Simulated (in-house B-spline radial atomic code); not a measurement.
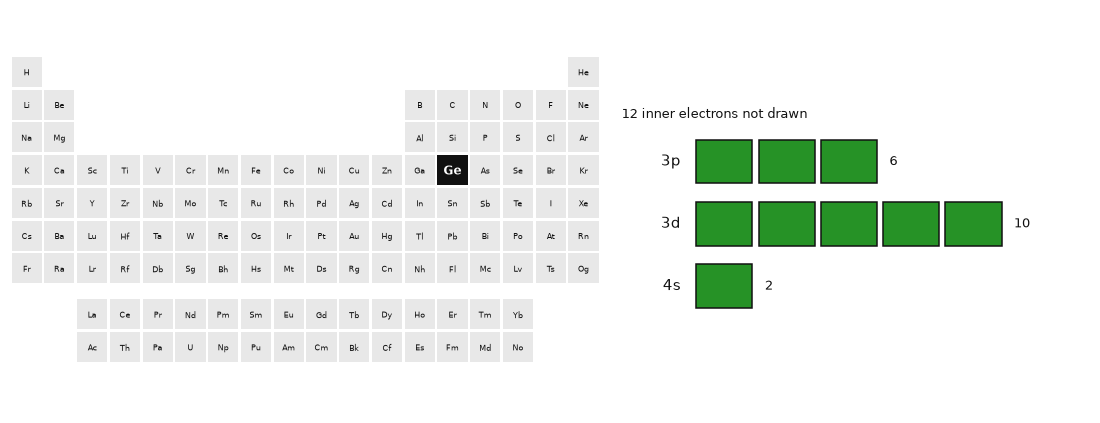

Fig. 1: Left, the place of germanium in the periodic table; right, the outer shells as the input fills them: a box for each of the 2l + 1 orbitals, shaded by the share of the shell that is filled, with the electron count at the right.

**Run report: Ge²⁺, RPA and GW calculation**

Ge²⁺, configuration [Ar] 3d10 4s2. Computed at this level: RPA, second-order and SOSEX correlation energies and G0W0 (contour deformation) on a scalar-relativistic (spin-free one-electron X2C) mean field, all electrons, B-spline basis (in-house B-spline radial atomic code).

The input:
```
Z = 32
electrons = 30.0
configuration = [Ar] 3d10 4s2
hamiltonian = x2c
method = camb3lyp
lmax = 9
rms_radius = 4.0742
spin_polarised = False
box_radius = 17.55
intervals = 70
ion_configuration = [Ar] 3d10 4s1
```

Hardware: 1 CPU thread, shared host.

The run was one of a batch that the task file lists, launched with:
```bash
python <driver script> task.json out
```

The program writes its results to a structured record and prints no log; tables and figures of this report are taken from that record.

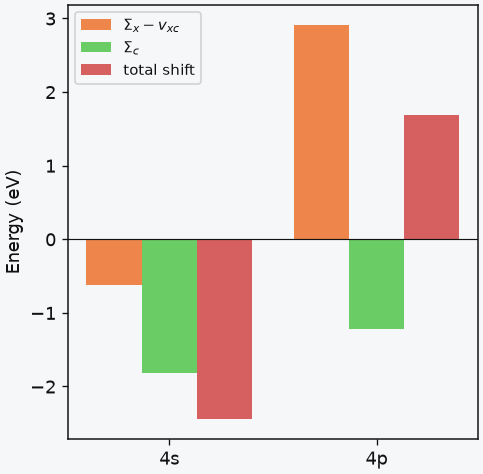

Fig. 2: Parts of the G₀W₀ correction to each level for Ge²⁺ ([Ar] 3d¹⁰ 4s²). All-electron spherical atom, scalar X2C, CAM-B3LYP start, no spin-orbit coupling, Breit or QED terms; computed with a B-spline radial code. The quasi-particle equation is solved at full frequency; levels of low quasi-particle weight Z are left out. Σ columns are in eV, and Σc holds an estimate for the angular momenta beyond the basis. G₀W₀ moves the highest occupied level, 4s, from −31.95 to −34.39 eV (renormalisation factor Z = 0.96); the measured removal energy is 34.06 eV, so the error is +0.34 eV. The empty level 4p goes from −17.69 to −16.00 eV.

| Level | Mean field (eV) | Σx − vxc (eV) | Σc (eV) | Z | G₀W₀ (eV) |
| --- | --- | --- | --- | --- | --- |
| 4s | −31.95 | −0.63 | −1.82 | 0.96 | −34.39 |
| 4p | −17.69 | 2.91 | −1.23 | 0.96 | −16.00 |

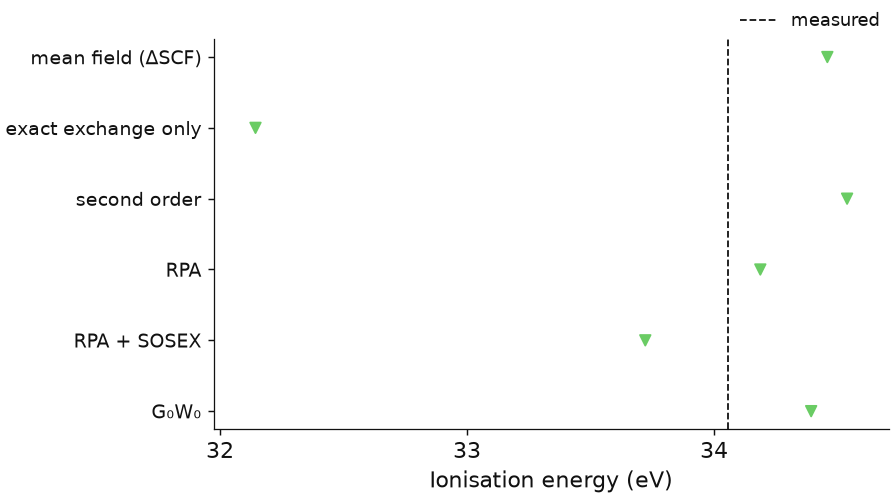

Fig. 3: Ionisation energy of Ge²⁺ ([Ar] 3d¹⁰ 4s² → [Ar] 3d¹⁰ 4s). Differences of total energies, each species on its own start, beside the G₀W₀ level.

```csv
Method,Ionisation energy (eV)
mean field (ΔSCF),34.46
exact exchange only,32.14
second order,34.54
RPA,34.19
RPA + SOSEX,33.72
G₀W₀,34.39
```

The values run from 32.14 eV (exact exchange only) to 34.54 eV (second order). The measured value is 34.06 eV; nearest to it come RPA (+0.13) and G₀W₀ (+0.34), furthest exact exchange only (−1.91 eV).

Key numbers:

- outcome: converged
- mean-field total energy: −2098.06176 hartree
- total energy with exact exchange alone: −2096.26087 hartree
- exact exchange energy: −77.98885 hartree
- RPA correlation, extrapolated in the angular momentum of the empty orbitals: −2.22987 hartree
- RPA correlation, as summed: −2.20395 hartree
- direct second-order term: −2.62252 hartree
- second-order exchange term: 0.75622 hartree
- SOSEX term: 0.68642 hartree
- wall time: 10 s

Remarks:

Limits: spin-orbit coupling, Breit and QED terms are absent.
